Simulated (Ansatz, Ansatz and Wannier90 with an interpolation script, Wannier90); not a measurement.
# PtS2 (1T monolayer): what limits a Wannier interpolation of GW, part 2 of 2

Wanted: errors and cost of interpolated bands of PtS2 (1T monolayer) under coarser or faulty settings.

Wannier90 4.0.3; maximally localised Wannier functions from the overlaps of PBEsol states (plane waves, PAW). Known limits of the many-body steps: not at the basis limit; no spin polarisation; d states lean on the start; no spin-orbit coupling.

So far. Step 2 (Wannier model on 24×24×1, by Wannier90): Near the gap the model misses directly solved bands by 0.0 meV r.m.s. and by 0 meV at most in the window tested. This tests the starting bands, not the corrections carried with them. Step 3 (Wannier model on 24×24×1, by the program's own …): Near the gap the model misses directly solved bands by 0.0 meV r.m.s. and by 0 meV at most in the window tested. This tests the starting bands, not the corrections carried with them.

### 4. Wannier model on 12×12×1, by Wannier90

This step: maximally localised Wannier functions from the overlaps of PBEsol states (plane waves, PAW).

Input file w.win:

```
num_iter = 1200
conv_tol = 1.0e-8
conv_window = 5
dis_num_iter = 4000
dis_conv_tol = 1.0e-8
dis_mix_ratio = 0.7
write_hr = true
use_ws_distance = false
num_print_cycles = 50
! ansatz wannier90 interface
! projections by site (counted from 0) and shell: 0 5D, 1 3P, 2 3P
! states of the run's bands (counted from 1): 1-17
num_bands = 17
num_wann  = 11
dis_win_min = -13.1
dis_win_max = -1.07
dis_froz_min = -13.1
dis_froz_max = -4.07
guiding_centres = true
shell_list = 2 1

begin unit_cell_cart
Ang
        3.537675821996538                      0.0                      0.0
       -1.768837910998269        3.063717132202998                      0.0
                      0.0                      0.0                     28.1
end unit_cell_cart

begin atoms_frac
Pt                       0.0                      0.0                      0.5
S         0.3333333333333333       0.6666666666666666             0.5432417398
S         0.6666666666666666       0.3333333333333333             0.4567582602
end atoms_frac

mp_grid = 12 12 1

[... the mesh's points ...]
```

On the command line:

```sh
> OMP_NUM_THREADS=1 mpirun -n 8 wannier90.x w > wannier90.x.log
```

Numbers of over 12 decimals in the logs are rounded to 6 here.

What it wrote:

```text
[banner, memory and clock lines left out]
TEM
                                    ------

                              Lattice Vectors (Ang)
                    a_1     3.537676   0.000000   0.000000
                    a_2    -1.768838   3.063717   0.000000
                    a_3     0.000000   0.000000  28.100000

                   Unit Cell Volume:     304.56011  (Ang^3)

                        Reciprocal-Space Vectors (Ang^-1)
                    b_1     1.776077   1.025419  -0.000000
                    b_2     0.000000   2.050837   0.000000
                    b_3     0.000000  -0.000000   0.223601

 *----------------------------------------------------------------------------*
 |   Site       Fractional Coordinate          Cartesian Coordinate (Ang)     |
 +----------------------------------------------------------------------------+
 | pt   1   0.00000   0.00000   0.50000   |    0.00000   0.00000  14.05000    |
 | s    1   0.33333   0.66667   0.54324   |   -0.00000   2.04248  15.26509    |
 | s    2   0.66667   0.33333   0.45676   |    1.76884   1.02124  12.83491    |
 *----------------------------------------------------------------------------*
                                ------------
                                K-POINT GRID
                                ------------

             Grid size = 12 x 12 x  1      Total points =  144

 *---------------------------------- MAIN ------------------------------------*
 |  Number of Wannier Functions               :                11             |
 |  Number of Objective Wannier Functions     :                11             |
 |  Number of input Bloch states              :                17             |
 |  Output verbosity (1=low, 5=high)          :                 1             |
[...]
O_D=      0.0069201 O_OD=      0.8352176 O_TOT=     17.4046622 <-- SPRD
 Delta: O_D= -0.1920177E-07 O_OD=  0.6351563E-08 O_TOT= -0.1285021E-07 <-- DLTA

             <<<     Delta < 1.000E-08  over  5 iterations     >>>
             <<< Wannierisation convergence criteria satisfied >>>

 Final State
[...]
WF centre and spread    7  (  0.000000,  2.101040,-12.942728 )     1.93182858
  WF centre and spread    8  (  0.000000,  1.981933,-12.942518 )     1.93162124
[...]
WF centre and spread   10  (  1.768838,  0.962677, 12.942728 )     1.93182858
  WF centre and spread   11  (  1.768838,  1.081785, 12.942518 )     1.93162124
  Sum of centres and spreads (  5.306514,  9.191151,-42.150000 )    17.40466164

         Spreads (Ang^2)       Omega I      =    16.562524477
        ================       Omega D      =     0.006918587
                               Omega OD     =     0.835218578
    Final Spread (Ang^2)       Omega Total  =    17.404661642

 Writing checkpoint file w.chk... done

 *---------------------------------------------------------------------------*
 |                               PLOTTING                                    |
 *---------------------------------------------------------------------------*

 *===========================================================================*
 |                             TIMING INFORMATION                            |
 *===========================================================================*
 |    Tag                                                Ncalls      Time (s)|
 |---------------------------------------------------------------------------|
 |kmesh: get                                        :         1         0.042|
 |overlap: read                                     :         1         0.276|
 |dis: main                                         :         1         0.025|
 |wann: main                                        :         1         2.320|
 |plot: main                                        :         1         0.038|
 *---------------------------------------------------------------------------*
 All done: wannier90 exiting
```

Elapsed: 3.4 s, on 8 MPI ranks of Arm Neoverse V1, shared host; 26 s of CPU time.

This step gave:

```yaml
gauge_invariant_spread: 16.56 Å²
diagonal_spread: 0.006919 Å²
off_diagonal_spread: 0.8352 Å²
total_spread: 17.40 Å²
disentanglement_steps: 3
r_m_s_interpolation_error: 2.19e-4 eV
r_m_s_error_near_the_gap: 3.46e-4 eV
```

Near the gap the model misses directly solved bands by 0.3 meV r.m.s. and by 2 meV at most in the window tested. This tests the starting bands, not the corrections carried with them.

Frozen up to 2.28 eV; above it the model need not follow the bands. Electronic bands along the path, in eV, zero at the valence-band top; v1 is the highest filled band, c1 the lowest empty one:

| point | v4 | v3 | v2 | v1 | c1 | c2 |
| --- | --- | --- | --- | --- | --- | --- |
| Γ | -0.79 | -0.72 | -0.29 | -0.29 | 3.32 | 3.32 |
| M | -2.22 | -2.12 | -1.75 | -1.44 | 2.91 | 3.08 |
| K | -2.60 | -2.36 | -0.75 | -0.75 | 2.18 | 2.18 |
| Γ | -0.79 | -0.72 | -0.29 | -0.29 | 3.32 | 3.32 |

The same for Kohn-Sham, solved directly:

| point | v4 | v3 | v2 | v1 | c1 | c2 |
| --- | --- | --- | --- | --- | --- | --- |
| Γ | -0.79 | -0.72 | -0.29 | -0.29 | 3.32 | 3.32 |
| M | -2.22 | -2.12 | -1.75 | -1.44 | 2.91 | 3.08 |
| K | -2.61 | -2.36 | -0.75 | -0.75 | 2.18 | 2.18 |
| Γ | -0.79 | -0.72 | -0.29 | -0.29 | 3.32 | 3.32 |

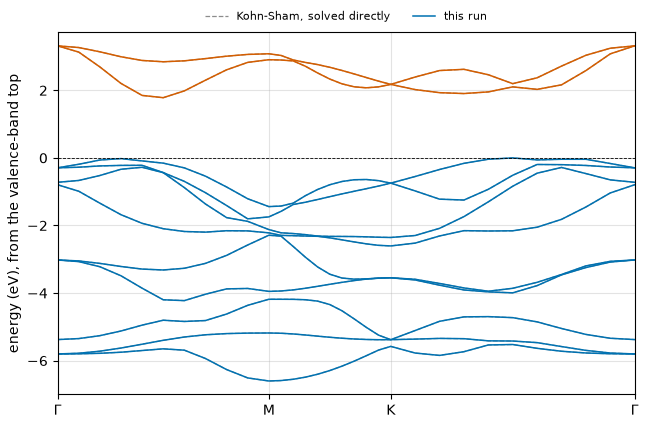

Electronic bands along the path; lines of filled and empty bands in two colours; dashed: Kohn-Sham, solved directly.

### 5. A faulty Wannier input

w.win, as its differences from that of step 4:

```diff
@@ -16,4 +16,2 @@
 dis_win_max = -1.07
-dis_froz_min = -13.1
-dis_froz_max = -4.07
 guiding_centres = true
```

What it wrote:

```text
[banner, memory and clock lines left out]
TEM
                                    ------

                              Lattice Vectors (Ang)
                    a_1     3.537676   0.000000   0.000000
                    a_2    -1.768838   3.063717   0.000000
                    a_3     0.000000   0.000000  28.100000

                   Unit Cell Volume:     304.56011  (Ang^3)

                        Reciprocal-Space Vectors (Ang^-1)
                    b_1     1.776077   1.025419  -0.000000
                    b_2     0.000000   2.050837   0.000000
                    b_3     0.000000  -0.000000   0.223601

 *----------------------------------------------------------------------------*
 |   Site       Fractional Coordinate          Cartesian Coordinate (Ang)     |
 +----------------------------------------------------------------------------+
 | pt   1   0.00000   0.00000   0.50000   |    0.00000   0.00000  14.05000    |
 | s    1   0.33333   0.66667   0.54324   |   -0.00000   2.04248  15.26509    |
 | s    2   0.66667   0.33333   0.45676   |    1.76884   1.02124  12.83491    |
 *----------------------------------------------------------------------------*
                                ------------
                                K-POINT GRID
                                ------------

             Grid size = 12 x 12 x  1      Total points =  144

 *---------------------------------- MAIN ------------------------------------*
 |  Number of Wannier Functions               :                11             |
 |  Number of Objective Wannier Functions     :                11             |
 |  Number of input Bloch states              :                17             |
 |  Output verbosity (1=low, 5=high)          :                 1             |
[...]
O_D=      0.0069217 O_OD=      0.8352168 O_TOT=     17.4046630 <-- SPRD
 Delta: O_D= -0.1190743E-07 O_OD=  0.1671690E-08 O_TOT= -0.1023574E-07 <-- DLTA

             <<<     Delta < 1.000E-08  over  5 iterations     >>>
             <<< Wannierisation convergence criteria satisfied >>>

 Final State
[...]
WF centre and spread    7  (  0.000000,  2.101040,-12.942728 )     1.93182839
  WF centre and spread    8  (  0.000000,  1.981958,-12.942524 )     1.93163127
[...]
WF centre and spread   10  (  1.768838,  0.962677, 12.942728 )     1.93182839
  WF centre and spread   11  (  1.768838,  1.081759, 12.942524 )     1.93163127
  Sum of centres and spreads (  5.306514,  9.191151,-14.050000 )    17.40466224

         Spreads (Ang^2)       Omega I      =    16.562524477
        ================       Omega D      =     0.006920133
                               Omega OD     =     0.835217629
    Final Spread (Ang^2)       Omega Total  =    17.404662240

 Writing checkpoint file w.chk... done

 *---------------------------------------------------------------------------*
 |                               PLOTTING                                    |
 *---------------------------------------------------------------------------*

 *===========================================================================*
 |                             TIMING INFORMATION                            |
 *===========================================================================*
 |    Tag                                                Ncalls      Time (s)|
 |---------------------------------------------------------------------------|
 |kmesh: get                                        :         1         0.042|
 |overlap: read                                     :         1         0.275|
 |dis: main                                         :         1         0.040|
 |wann: main                                        :         1         2.316|
 |plot: main                                        :         1         0.038|
 *---------------------------------------------------------------------------*
 All done: wannier90 exiting
```

It took 3.4 s on 8 MPI ranks.

This step gave:

| Quantity | Value |
| --- | --- |
| gauge-invariant spread | 16.56 Å² |
| diagonal spread | 0.006920 Å² |
| off-diagonal spread | 0.8352 Å² |
| total spread | 17.40 Å² |
| disentanglement steps | 3 |
| r.m.s. interpolation error | 2.19e-4 eV |
| r.m.s. error near the gap | 3.46e-4 eV |

No frozen window. Electronic bands along the path, in eV, zero at the valence-band top; v1 is the highest filled band, c1 the lowest empty one:

| point | v4 | v3 | v2 | v1 | c1 | c2 |
| --- | --- | --- | --- | --- | --- | --- |
| Γ | -0.79 | -0.72 | -0.29 | -0.29 | 3.32 | 3.32 |
| M | -2.22 | -2.12 | -1.75 | -1.44 | 2.91 | 3.08 |
| K | -2.61 | -2.36 | -0.75 | -0.75 | 2.18 | 2.18 |
| Γ | -0.79 | -0.72 | -0.29 | -0.29 | 3.32 | 3.32 |

The same for Kohn-Sham, solved directly:

| point | v4 | v3 | v2 | v1 | c1 | c2 |
| --- | --- | --- | --- | --- | --- | --- |
| Γ | -0.79 | -0.72 | -0.29 | -0.29 | 3.32 | 3.32 |
| M | -2.22 | -2.12 | -1.75 | -1.44 | 2.91 | 3.08 |
| K | -2.61 | -2.36 | -0.75 | -0.75 | 2.18 | 2.18 |
| Γ | -0.79 | -0.72 | -0.29 | -0.29 | 3.32 | 3.32 |

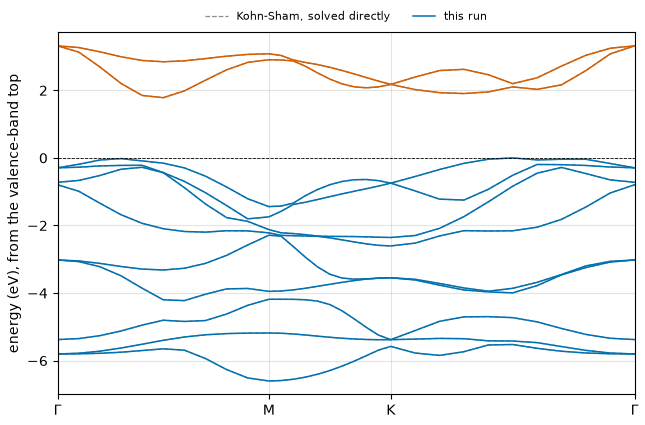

Electronic bands along the path; lines of filled and empty bands in two colours; dashed: Kohn-Sham, solved directly.

The fault put into this input: nothing frozen.

### 6. G0W0: 12×12×1 mesh, 494 empty bands, screening to 80 eV

G0W0 replaces the xc potential by the self-energy, built once from these orbitals. Only a window of levels is corrected, while the sums run over the empty bands that the input names.

This step: G0W0 on PBEsol, plane waves, PAW.

Input file input.yaml:

```yaml
crystal:
  lattice:
    - [3.537675822, 0.0, 0.0]
    - [-1.768837911, 3.0637171322, 0.0]
    - [0.0, 0.0, 28.1]
  atoms:
    - { symbol: Pt, position: [0.0, 0.0, 0.5] }
    - { symbol: S, position: [0.3333333333, 0.6666666667, 0.5432417398] }
    - { symbol: S, position: [0.6666666667, 0.3333333333, 0.4567582602] }
  periodic: [true, true, false]
kpoints:
  mp_grid: { grid: [12, 12, 1] }
hamiltonian:
  xc: pbesol
scf:
  occupations: { method: fixed }
gw:
  n_empty_bands: 494
  ecut_chi: 80.0
  qp_bands: [v9, c2]
  screening: { model: contour_deformation }
```

On the command line:

```sh
> ansatz run input.yaml --threads 12 --pin off --max-ram 22118MiB --backend cpu --events-out ev --progress --plain --runs-dir out
```

What it wrote:

```text
[...]
Crystal: 3 atoms, lattice volume = 304.560 Å³
Basis set: ecut = 420 eV, 5919 PW (Γ)
Bands: 19, of which v1, the nominal top of the filled ones, is band 15 counted from 1 (14 counted from 0)
Symmetry: 12 space group operations
[...]
k-points: 19 of 144
[...]
0    14     -6.6420   -18.3294     1.5548   -16.4249  0.7161    -6.9956    -6.9917  root
[...]
18    14     -7.0953   -25.5666     3.4054   -21.7811  0.7030    -7.4811    -7.4753  root
    18    15     -7.0953   -25.5666     3.4054   -21.7811  0.7030    -7.4811    -7.4753  root
    18    16     -4.1725   -16.0910    -3.1858   -19.9966  0.7203    -3.4336    -3.4526  root
    18    17     -4.1725   -16.0910    -3.1858   -19.9966  0.7203    -3.4336    -3.4526  root
[key lines of the parts left out:]
SCF converged after 7 iterations
Free energy (F): -14154.818583 eV
Fermi energy:    -6.348509 eV
```

Run time: 25 min. Hardware: 12 threads; peak memory 6.9 GiB; 4.9 h of CPU time.

The G0W0 gap on the mesh is 2.848 eV.

### 7. G0W0: 6×6×1 mesh, 494 empty bands, screening to 80 eV

input.yaml, as its differences from that of step 6:

```diff
@@ -11,3 +11,3 @@
 kpoints:
-  mp_grid: { grid: [12, 12, 1] }
+  mp_grid: { grid: [6, 6, 1] }
 hamiltonian:
```

What it wrote:

```text
[...]
Crystal: 3 atoms, lattice volume = 304.560 Å³
Basis set: ecut = 420 eV, 5919 PW (Γ)
Bands: 19, of which v1, the nominal top of the filled ones, is band 15 counted from 1 (14 counted from 0)
Symmetry: 12 space group operations
[...]
k-points: 7 of 36
[...]
0    14     -6.6464   -18.3395     1.5707   -16.4242  0.7161    -6.9948    -6.9910  root
[...]
6    14     -7.0987   -25.5737     3.4146   -21.7817  0.7032    -7.4817    -7.4761  root
     6    15     -7.0987   -25.5737     3.4146   -21.7817  0.7032    -7.4817    -7.4761  root
     6    16     -4.1759   -16.0874    -3.1915   -19.9965  0.7206    -3.4399    -3.4584  root
     6    17     -4.1759   -16.0874    -3.1915   -19.9965  0.7206    -3.4399    -3.4584  root
[key lines of the parts left out:]
SCF converged after 7 iterations
Free energy (F): -14154.819678 eV
Fermi energy:    -6.352027 eV
```

Wall time 2 min (12 threads); peak memory 4.2 GiB.

The G0W0 gap on the mesh is 3.140 eV.

### 8. G0W0: 12×12×1 mesh, 229 empty bands, screening to 48 eV

input.yaml, as its differences from that of step 7:

```diff
@@ -11,3 +11,3 @@
 kpoints:
-  mp_grid: { grid: [6, 6, 1] }
+  mp_grid: { grid: [12, 12, 1] }
 hamiltonian:
@@ -17,4 +17,4 @@
 gw:
-  n_empty_bands: 494
-  ecut_chi: 80.0
+  n_empty_bands: 229
+  ecut_chi: 48
   qp_bands: [v9, c2]
```

What it wrote:

```text
[...]
Crystal: 3 atoms, lattice volume = 304.560 Å³
Basis set: ecut = 420 eV, 5919 PW (Γ)
Bands: 19, of which v1, the nominal top of the filled ones, is band 15 counted from 1 (14 counted from 0)
Symmetry: 12 space group operations
[...]
k-points: 19 of 144
[...]
0    14     -6.6420   -18.3294     1.8245   -16.4249  0.7206    -6.7223    -6.7221  root
[...]
18    14     -7.0953   -25.5666     3.6285   -21.7811  0.7070    -7.2532    -7.2522  root
    18    15     -7.0953   -25.5666     3.6285   -21.7811  0.7070    -7.2532    -7.2522  root
    18    16     -4.1725   -16.0910    -2.9743   -19.9966  0.7243    -3.2059    -3.2412  root
    18    17     -4.1725   -16.0910    -2.9743   -19.9966  0.7243    -3.2059    -3.2412  root
[key lines of the parts left out:]
SCF converged after 7 iterations
Free energy (F): -14154.818583 eV
Fermi energy:    -6.348509 eV
```

Run time: 4.8 min. Hardware: 12 threads; peak memory 2.9 GiB; 53 min of CPU time.

The G0W0 gap on the mesh is 2.806 eV.

### 9. G0W0: 12×12×1 mesh, 494 empty bands, screening to 80 eV, plasmon pole

input.yaml, as its differences from that of step 8:

```diff
@@ -17,5 +17,5 @@
 gw:
-  n_empty_bands: 229
-  ecut_chi: 48
+  n_empty_bands: 494
+  ecut_chi: 80.0
   qp_bands: [v9, c2]
-  screening: { model: contour_deformation }
+  screening: { model: godby_needs }
```

What it wrote:

```text
[...]
Crystal: 3 atoms, lattice volume = 304.560 Å³
Basis set: ecut = 420 eV, 5919 PW (Γ)
Bands: 19, of which v1, the nominal top of the filled ones, is band 15 counted from 1 (14 counted from 0)
Symmetry: 12 space group operations
[...]
k-points: 19 of 144
[...]
0    14     -6.6420   -18.3294     1.5221   -16.4249  0.7711    -7.0254    -7.0245  root
[...]
18    14     -7.0953   -25.5666     3.3831   -21.7811  0.7757    -7.4990    -7.4976  root
    18    15     -7.0953   -25.5666     3.3831   -21.7811  0.7757    -7.4990    -7.4976  root
    18    16     -4.1725   -16.0910    -3.0826   -19.9966  0.7816    -3.3443    -3.3495  root
    18    17     -4.1725   -16.0910    -3.0826   -19.9966  0.7816    -3.3443    -3.3495  root
[key lines of the parts left out:]
SCF converged after 7 iterations
Free energy (F): -14154.818583 eV
Fermi energy:    -6.348509 eV
```

The job ended after 36 min (12 threads; peak memory 7 GiB; 6.9 h of CPU time).

The G0W0 gap on the mesh is 2.941 eV.

### 10. Interpolated results

Times are wall times on 12 threads of Arm Neoverse V1, shared host, good to a factor of about two.

| GW mesh | empty bands | cutoff (eV) | frequency | gap on mesh (eV) | gap over zone (eV) | direct gap (eV) | valence width (eV) | GW time |
| --- | --- | --- | --- | --- | --- | --- | --- | --- |
| 12×12×1 | 494 | 80 | contour deformation | 2.848 | 2.826 | 2.979 | 6.535 | 25 min |
| 6×6×1 | 494 | 80 | contour deformation | 3.140 | 2.777 | 2.923 | 6.552 | 2 min |
| 12×12×1 | 229 | 48 | contour deformation | 2.806 | 2.782 | 2.951 | 6.626 | 4.8 min |
| 12×12×1 | 494 | 80 | plasmon pole | 2.941 | 2.908 | 3.078 | 6.756 | 36 min |

### 11. Summary of results

```json
{
  "12×12×1 mesh, 494 empty bands, screening to 80 eV": "2.83 eV",
  "6×6×1 mesh, 494 empty bands, screening to 80 eV": "2.78 eV",
  "12×12×1 mesh, 229 empty bands, screening to 48 eV": "2.78 eV",
  "12×12×1 mesh, 494 empty bands, screening to 80 eV, plasmon pole": "2.91 eV"
}
```

What this shows: The largest change, +0.08 eV in the gap over the zone, comes with 12×12×1 mesh, 494 empty bands, screening to 80 eV, plasmon pole. The first run is a reference, not a converged one, and where a row moves several settings no single cause can be named. Rows on another GW mesh add that mesh's corrections to the bands of the one model. The program's own minimiser ends at the same spread as the first model, 17.6 Å², from the same trial orbitals; this need not be the lowest minimum. Coarser Wannier mesh (12×12×1): the miss near the gap goes from under 1 (the model on 24×24×1) to under 1 meV and the total spread from 17.6 to 17.4 Å². Nothing frozen (12×12×1): the miss near the gap goes from under 1 (the model on 12×12×1) to under 1 meV and the total spread from 17.4 to 17.4 Å². With 6×6×1 mesh, 494 empty bands, screening to 80 eV the gap over the zone moves by −0.05 eV and that on the mesh by +0.29 eV. With 12×12×1 mesh, 229 empty bands, screening to 48 eV the gap over the zone moves by −0.04 eV and that on the mesh by −0.04 eV. With 12×12×1 mesh, 494 empty bands, screening to 80 eV, plasmon pole the gap over the zone moves by +0.08 eV and that on the mesh by +0.09 eV. Gaps over the zone and on the mesh differ where an edge lies off the mesh, or where a GW run starts from another density: the starting gap over the zone is 1.768 eV, on the GW meshes it is 1.782 eV and 2.062 eV. The runs have no spin polarisation. For a closed low-spin shell that is the natural state; where a d or f shell is open it is a constraint, and the gap is then not the crystal's own. With d states at the gap, one-shot GW leans hard on its start. The many-body steps are scalar-relativistic: spin-orbit coupling is not in them.

[Paths, hosts, dates, memory and timing lines, banners, echoed tables and standing remarks are left out of the program output.]

[Logs are printed without paths, hosts, clocks, repeated set-up lines and the standing remarks that a program may print on its own settings, such as how far it seeks lower states.]

[Runs of the session that timed out or met a known fault of the program may be left out.]

[Hosts, paths, dates, database ids (printed as entryN), source tags and the programs' standing remarks are cut or masked in the printed files.]
